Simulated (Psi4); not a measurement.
# One shape, several levels: WH2O4 (tungstic acid)

We compute a comparison of 6 runs (BLYP/def2-SVP, CAM-B3LYP/def2-SVP, M06-L/def2-SVP, PBE0/def2-SVP, r2SCAN/def2-SVP, revPBE/def2-SVP) of WH2O4 (tungstic acid). 

Program for the calculation: Psi4 1.11.

### 1 The structure to begin with

The species is WH2O4 (7 atoms), meant as a singlet with charge 0. SMILES: `[O]=[W](=[O])([OH])[OH]`. One bond was lengthened or shortened from a relaxed shape.

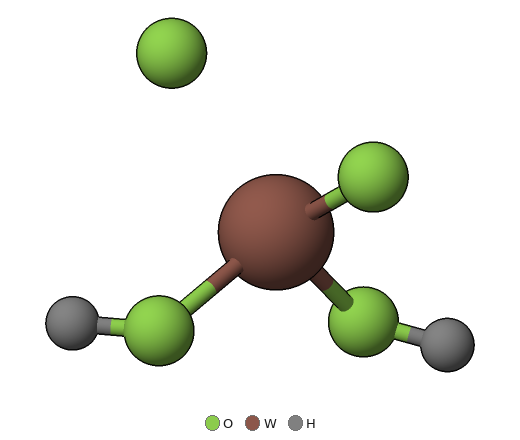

Viewed from a chosen angle; oxygen green, tungsten brown, hydrogen grey.

### 2 The energy at BLYP/def2-SVP (core potential) (run 1)

The input, h2o4w.xyz:

```xyz
7
H2O4W
O     -1.862011     1.110565    -0.586837
W     -0.530981     0.053115    -0.464917
O      0.838560     0.682730     1.599940
O     -1.135511    -1.717685    -0.270787
O      0.524389     0.231205    -2.011967
H     -2.045461    -2.003185    -0.378397
H      1.471879     0.383995    -2.016827
```

The input, run.py:

```python
import psi4

psi4.set_memory('2200 MB')
psi4.set_num_threads(1)
psi4.core.set_output_file('run.log', False)

with open('h2o4w.xyz') as f:
    atoms = ''.join(f.readlines()[2:])
m = psi4.geometry('0 1\n' + atoms + 'symmetry c1')

psi4.set_options(dict(puream=True, e_convergence=1e-09, d_convergence=1e-08, scf_type='pk', dft_radial_points=99, dft_spherical_points=590))

E, wfn = psi4.energy('blyp/def2-SVP', return_wfn=True)
psi4.oeprop(wfn, 'WIBERG_LOWDIN_INDICES', 'DIPOLE', 'LOWDIN_CHARGES', title='BLYP')
print('E =', round(E, 9))
for k, v in sorted(psi4.core.scalar_variables().items()):
    print(f'{k:45s} {v:18.10f}')
```

Run with:

```bash
$ python run.py
```

run.log:

```text
[...]
    !!!  WARNING: ECP capability is in beta. Please check occupations closely.  !!!
[...]
  Running in c1 symmetry.
[...]
  Nuclear repulsion =  204.921491020920143
[...]
  Multiplicity = 1
[...]
  Nalpha       = 24
  Nbeta        = 24
[...]
    Number of basis functions: 98
[...]
   @RKS iter   1:  -366.97166024168189    7.22307e-01   2.02002e-02 DIIS/ADIIS
[...]
   @RKS iter  24:  -368.93924751496058   -2.84217e-12   7.93919e-09 DIIS
[...]
    Orbital Energies [Eh]
    ---------------------
    Doubly Occupied:
       1A    -18.857824     2A    -18.849342     3A    -18.836998
       4A    -18.767016     5A     -2.956450     6A     -1.653753
       7A     -1.645512     8A     -1.629201     9A     -0.939405
      10A     -0.929007    11A     -0.850014    12A     -0.709329
      13A     -0.517840    14A     -0.509446    15A     -0.397825
      16A     -0.390577    17A     -0.375477    18A     -0.357224
      19A     -0.347657    20A     -0.330656    21A     -0.316203
      22A     -0.241225    23A     -0.196034    24A     -0.182740
[...]
  @RKS Final Energy:  -368.93924751496058
   => Energetics <=
    Nuclear Repulsion Energy =            204.9214910209201435
    One-Electron Energy =                -935.7778001225173057
    Two-Electron Energy =                 404.3230833620233398
    DFT Exchange-Correlation Energy =     -42.4060217753867619
    Empirical Dispersion Energy =           0.0000000000000000
    VV10 Nonlocal Energy =                  0.0000000000000000
    Total Energy =                       -368.9392475149605843
[...]
 Multipole Moments:
 ------------------------------------------------------------------------------------
     Multipole            Electronic (a.u.)      Nuclear  (a.u.)        Total (a.u.)
 ------------------------------------------------------------------------------------
 L = 1.  Multiply by 2.5417464519 to convert [e a0] to [Debye]
 Dipole X            :         -5.7339764            5.3016895           -0.4322869
 Dipole Y            :          0.6503844           -1.7507633           -1.1003789
 Dipole Z            :         -4.8073254            3.2617006           -1.5456249
 Magnitude           :                                                    1.9459347
[...]
```

The script printed:

```text
E = -368.939247515
CURRENT ENERGY                                   -368.9392475150
CURRENT REFERENCE ENERGY                         -368.9392475150
DD SOLVATION ENERGY                                 0.0000000000
DFT FUNCTIONAL TOTAL ENERGY                      -368.9392475150
DFT TOTAL ENERGY                                 -368.9392475150
DFT VV10 ENERGY                                     0.0000000000
DFT XC ENERGY                                     -42.4060217754
GRID ELECTRONS ALPHA                               24.0000003499
GRID ELECTRONS BETA                                24.0000003499
GRID ELECTRONS TOTAL                               48.0000006999
NUCLEAR REPULSION ENERGY                          204.9214910209
ONE-ELECTRON ENERGY                              -935.7778001225
PCM POLARIZATION ENERGY                             0.0000000000
PE ENERGY                                           0.0000000000
SCF ITERATION ENERGY                             -368.9392475150
SCF ITERATIONS                                     24.0000000000
SCF TOTAL ENERGY                                 -368.9392475150
TWO-ELECTRON ENERGY                               404.3230833620
XC GRID RADIAL POINTS                              99.0000000000
XC GRID SPHERICAL POINTS                          590.0000000000
XC GRID TOTAL POINTS                           393809.0000000000
```

Wall time 15 s (1 thread of Intel Xeon 6975P-C (Granite Rapids), shared host); peak memory 1.2 GiB.

### 3 Energy and forces at CAM-B3LYP/def2-SVP (core potential) (run 2)

h2o4w.xyz is that of step 2.

The input, job.py:

```python
import psi4

psi4.set_memory(2200000000)
psi4.set_num_threads(1)
psi4.set_output_file('psi4.out', False)

with open('h2o4w.xyz') as f:
    atoms = ''.join(f.readlines()[2:])
m = psi4.geometry('0 1\n' + atoms + 'symmetry c1\nno_reorient\nno_com')

options = {'basis': 'def2-SVP', 'reference': 'rks', 'puream': True, 'e_convergence': 1e-09, 'd_convergence': 1e-08, 'scf_type': 'pk', 'dft_radial_points': 99, 'dft_spherical_points': 590}
psi4.set_options(options)

e_tot, wfn = psi4.gradient('cam-b3lyp', molecule=m, return_wfn=True)
psi4.oeprop(wfn, 'QUADRUPOLE', 'WIBERG_LOWDIN_INDICES', 'MAYER_INDICES', title='CAM-B3LYP')
print('gradient / Eh bohr^-1')
print(e_tot.np.round(6))
print(f'energy = {wfn.energy():.10f} Eh')
```

Run with:

```bash
$ python job.py
```

psi4.out:

```text
[...]
    !!!  WARNING: ECP capability is in beta. Please check occupations closely.  !!!
[...]
  Running in c1 symmetry.
[...]
  Nuclear repulsion =  204.921491020920143
[...]
  Multiplicity = 1
[...]
  Nalpha       = 24
  Nbeta        = 24
[...]
    Number of basis functions: 98
[...]
   @RKS iter   1:  -367.18131865096183   -1.95891e-01   1.77180e-02 ADIIS/DIIS
[...]
   @RKS iter  25:  -368.76027742170135   -3.29692e-12   5.94423e-09 DIIS
[...]
  @RKS Final Energy:  -368.76027742170135
   => Energetics <=
    Nuclear Repulsion Energy =            204.9214910209201435
    One-Electron Energy =                -935.2046656038814945
    Two-Electron Energy =                 392.3790339392758142
    DFT Exchange-Correlation Energy =     -30.8561367780158022
    Empirical Dispersion Energy =           0.0000000000000000
    VV10 Nonlocal Energy =                  0.0000000000000000
    Total Energy =                       -368.7602774217013462
[...]
  -Total Gradient:
     Atom            X                  Y                   Z
    ------   -----------------  -----------------  -----------------
       1       -0.026654381770     0.021728155580    -0.002027013120
       2       -0.046653486042    -0.035935612236    -0.094084986345
       3        0.070851145696     0.033237763291     0.109926142606
       4       -0.012087659390    -0.024167604944     0.001672467235
       5        0.018091415872     0.001567215196    -0.016239842663
       6        0.008189459103     0.005607981904    -0.000401986431
       7       -0.011720861945    -0.002002025469     0.001202250024
[...]
 Multipole Moments:
 ------------------------------------------------------------------------------------
     Multipole            Electronic (a.u.)      Nuclear  (a.u.)        Total (a.u.)
 ------------------------------------------------------------------------------------
 L = 1.  Multiply by 2.5417464519 to convert [e a0] to [Debye]
 Dipole X            :         39.3133081          -39.8427967           -0.5294885
 Dipole Y            :         -4.1721970            2.9837642           -1.1884329
 Dipole Z            :         34.2612533          -36.0205799           -1.7593266
 Magnitude           :                                                    2.1881410
 L = 2.  Multiply by 1.3450342976 to convert [e a0^2] to [Debye ang]
 Quadrupole XX       :       -230.7740720          200.6031567          -30.1709153
 Quadrupole XY       :        -26.8144966           31.7050825            4.8905859
[...]
```

The script printed:

```text
gradient / Eh bohr^-1
[[-0.026654  0.021728 -0.002027]
 [-0.046653 -0.035936 -0.094085]
 [ 0.070851  0.033238  0.109926]
 [-0.012088 -0.024168  0.001672]
 [ 0.018091  0.001567 -0.01624 ]
 [ 0.008189  0.005608 -0.000402]
 [-0.011721 -0.002002  0.001202]]
energy = -368.7602774217 Eh
```

Run time: 29 s. Hardware: 1 thread of Intel Xeon 6975P-C (Granite Rapids), shared host; peak memory 1.3 GiB.

Run 3 isn't shown in full; the table further down has it.

### 4 A single-point energy at PBE0/def2-SVP (core potential) (run 4)

h2o4w.xyz is that of step 3.

The input, run.py:

```python
import psi4

psi4.set_memory('2200 MB')
psi4.set_num_threads(1)
psi4.set_output_file('output.dat', False)

with open('h2o4w.xyz') as f:
    atoms = ''.join(f.readlines()[2:])
molecule = psi4.geometry('0 1\n' + atoms + 'symmetry c1')

psi4.set_options({
    'basis': 'def2-SVP',
    'puream': True,
    'e_convergence': 1e-09,
    'd_convergence': 1e-08,
    'scf_type': 'pk',
    'dft_radial_points': 99,
    'dft_spherical_points': 590,
})

energy_value, wavefunction = psi4.energy('pbe0', return_wfn=True)
psi4.oeprop(wavefunction, 'DIPOLE', 'MAYER_INDICES', 'MULLIKEN_CHARGES')
print('E =', round(energy_value, 9))
for k, v in sorted(psi4.core.scalar_variables().items()):
    print(f'{k:45s} {v:18.10f}')
```

Run with:

```bash
$ python run.py
```

output.dat:

```text
[...]
    !!!  WARNING: ECP capability is in beta. Please check occupations closely.  !!!
[...]
  Running in c1 symmetry.
[...]
  Nuclear repulsion =  204.921491020920143
[...]
  Multiplicity = 1
[...]
  Nalpha       = 24
  Nbeta        = 24
[...]
    Number of basis functions: 98
[...]
   @RKS iter   1:  -367.03664942119320    4.99826e-02   1.75867e-02 ADIIS/DIIS
[...]
   @RKS iter  20:  -368.58773389636224   -7.84439e-12   9.90101e-09 DIIS
[...]
  @RKS Final Energy:  -368.58773389636224
   => Energetics <=
    Nuclear Repulsion Energy =            204.9214910209201435
    One-Electron Energy =                -935.2765941754215646
    Two-Electron Energy =                 393.7910983259561704
    DFT Exchange-Correlation Energy =     -32.0237290678169870
    Empirical Dispersion Energy =           0.0000000000000000
    VV10 Nonlocal Energy =                  0.0000000000000000
    Total Energy =                       -368.5877338963622378
[...]
 Multipole Moments:
 ------------------------------------------------------------------------------------
     Multipole            Electronic (a.u.)      Nuclear  (a.u.)        Total (a.u.)
 ------------------------------------------------------------------------------------
 L = 1.  Multiply by 2.5417464519 to convert [e a0] to [Debye]
 Dipole X            :         -5.8117417            5.3016895           -0.5100522
 Dipole Y            :          0.5853102           -1.7507633           -1.1654530
 Dipole Z            :         -4.9667218            3.2617006           -1.7050212
 Magnitude           :                                                    2.1273296
[...]
  Mulliken Charges: (a.u.)
   Center  Symbol    Alpha    Beta     Spin     Total
       1     O     4.14390  4.14390  0.00000 -0.28779
       2     W     6.47689  6.47689  0.00000  1.04621
       3     O     4.22537  4.22537  0.00000 -0.45075
       4     O     4.19922  4.19922  0.00000 -0.39844
       5     O     4.20706  4.20706  0.00000 -0.41412
       6     H     0.37417  0.37417  0.00000  0.25166
       7     H     0.37338  0.37338  0.00000  0.25323
   Total alpha = 24.00000, Total beta = 24.00000, Total charge = -0.00000
  Mayer Bond Indices:
[...]
```

The script printed:

```text
E = -368.587733896
CURRENT ENERGY                                   -368.5877338964
CURRENT REFERENCE ENERGY                         -368.5877338964
DD SOLVATION ENERGY                                 0.0000000000
DFT FUNCTIONAL TOTAL ENERGY                      -368.5877338964
DFT TOTAL ENERGY                                 -368.5877338964
DFT VV10 ENERGY                                     0.0000000000
DFT XC ENERGY                                     -32.0237290678
GRID ELECTRONS ALPHA                               24.0000003774
GRID ELECTRONS BETA                                24.0000003774
GRID ELECTRONS TOTAL                               48.0000007549
NUCLEAR REPULSION ENERGY                          204.9214910209
ONE-ELECTRON ENERGY                              -935.2765941754
PCM POLARIZATION ENERGY                             0.0000000000
PE ENERGY                                           0.0000000000
SCF ITERATION ENERGY                             -368.5877338964
SCF ITERATIONS                                     20.0000000000
SCF TOTAL ENERGY                                 -368.5877338964
TWO-ELECTRON ENERGY                               393.7910983260
XC GRID RADIAL POINTS                              99.0000000000
XC GRID SPHERICAL POINTS                          590.0000000000
XC GRID TOTAL POINTS                           393809.0000000000
```

It took 16 s on 1 thread of Intel Xeon 6975P-C (Granite Rapids), shared host; peak memory 1.2 GiB.

Run 5 isn't shown in full; the table further down has it.

### 5 Energy and gradient at revPBE/def2-SVP (core potential) (run 6)

The input, h2o4w.dat:

```
memory 2200 mb

molecule system {
  0 1
  O
  W 1 r2
  O 2 r3 1 a3
  O 2 r4 1 a4 3 d4
  O 2 r5 1 a5 4 d5
  H 4 r6 2 a6 1 d6
  H 5 r7 2 a7 1 d7

  r2 = 1.70432
  r3 = 2.5565
  a3 = 108.86557
  r4 = 1.88119
  a4 = 109.90467
  d4 = 118.95277
  r5 = 1.881193
  a5 = 108.6973
  d5 = 121.3526
  r6 = 0.959739
  a6 = 124.96904
  d6 = 9.8989
  r7 = 0.959743
  a7 = 124.9656
  d7 = 128.9663
  symmetry c1
  no_reorient
  no_com
}

set {
  basis def2-SVP
  puream true
  e_convergence 1e-09
  d_convergence 1e-08
  scf_type pk
  dft_radial_points 99
  dft_spherical_points 590
}

energy_value = gradient("revpbe")
```

Run with:

```bash
$ psi4 h2o4w.dat h2o4w.out -n 1
```

h2o4w.out:

```text
[...]
    !!!  WARNING: ECP capability is in beta. Please check occupations closely.  !!!
[...]
  Running in c1 symmetry.
[...]
  Nuclear repulsion =  204.921468864136727
[...]
  Multiplicity = 1
[...]
  Nalpha       = 24
  Nbeta        = 24
[...]
    Number of basis functions: 98
[...]
   @RKS iter   1:  -367.04584150581172    5.07064e-01   1.98703e-02 DIIS/ADIIS
[...]
   @RKS iter  20:  -368.95940431225057   -3.59250e-11   5.36382e-09 DIIS
[...]
  @RKS Final Energy:  -368.95940431225057
   => Energetics <=
    Nuclear Repulsion Energy =            204.9214688641367275
    One-Electron Energy =                -935.7083819836987004
    Two-Electron Energy =                 404.2368264213678799
    DFT Exchange-Correlation Energy =     -42.4093176140564978
    Empirical Dispersion Energy =           0.0000000000000000
    VV10 Nonlocal Energy =                  0.0000000000000000
    Total Energy =                       -368.9594043122505695
[...]
 Multipole Moments:
 ------------------------------------------------------------------------------------
     Multipole            Electronic (a.u.)      Nuclear  (a.u.)        Total (a.u.)
 ------------------------------------------------------------------------------------
 L = 1.  Multiply by 2.5417464519 to convert [e a0] to [Debye]
 Dipole X            :          0.0702359           -0.0016029            0.0686330
 Dipole Y            :          5.4048329           -3.4640017            1.9408312
 Dipole Z            :         -5.2382903            5.4600780            0.2217877
 Magnitude           :                                                    1.9546678
[...]
  -Total Gradient:
     Atom            X                  Y                   Z
    ------   -----------------  -----------------  -----------------
       1        0.001062392786    -0.001117179643     0.005076776657
       2       -0.002715283299     0.114270676775    -0.041411053500
       3        0.000780865859    -0.112192407603     0.037503630254
       4        0.009520488504     0.007561222686    -0.009735141173
       5       -0.009049684319    -0.006495941978     0.012875858322
       6       -0.011924103955    -0.008691545252     0.009083645046
       7        0.012318755863     0.006583100386    -0.013396049557
[...]
```

Wall time 20 s (1 thread of Intel Xeon 6975P-C (Granite Rapids), shared host); peak memory 1.2 GiB.

### 6 Overview of the runs

```
run                                level      task  energy (Eh)  dipole moment (D)  HOMO energy (eV)  LUMO energy (eV)  wall time
  1       BLYP/def2-SVP (core potential)    energy  -368.939248               4.95             -4.97             -3.91       15 s
  2  CAM-B3LYP/def2-SVP (core potential)  gradient  -368.760277               5.56             -7.92             -2.48       29 s
  3      M06-L/def2-SVP (core potential)  gradient  -368.950348               5.16             -5.31             -4.08       42 s
  4       PBE0/def2-SVP (core potential)    energy  -368.587734               5.41             -6.60             -3.56       16 s
  5     r2SCAN/def2-SVP (core potential)  gradient  -368.841650               5.23             -5.39             -4.13       42 s
  6     revPBE/def2-SVP (core potential)  gradient  -368.959404               4.97             -5.02             -3.97       20 s
```

### 7 What came out

| quantity | value |
| --- | --- |
| run 6: total energy | -368.95940 Eh |
| run 6: dipole moment | 4.97 D |
| run 6: HOMO energy | -5.02 eV |
| run 6: LUMO energy | -3.97 eV |
| run 6: HOMO–LUMO gap | 1.05 eV |
| run 6: largest force on an atom | 6.252 eV/Å |

What this shows: The dipole moment (its size) runs from 4.95 D (BLYP/def2-SVP) to 5.56 D (CAM-B3LYP/def2-SVP). The HOMO–LUMO gap runs from 1.05 eV (revPBE/def2-SVP) to 5.44 eV (CAM-B3LYP/def2-SVP). Totals of different functionals can't be ranked against each other. All runs together took 2.7 min, the longest 42 s.
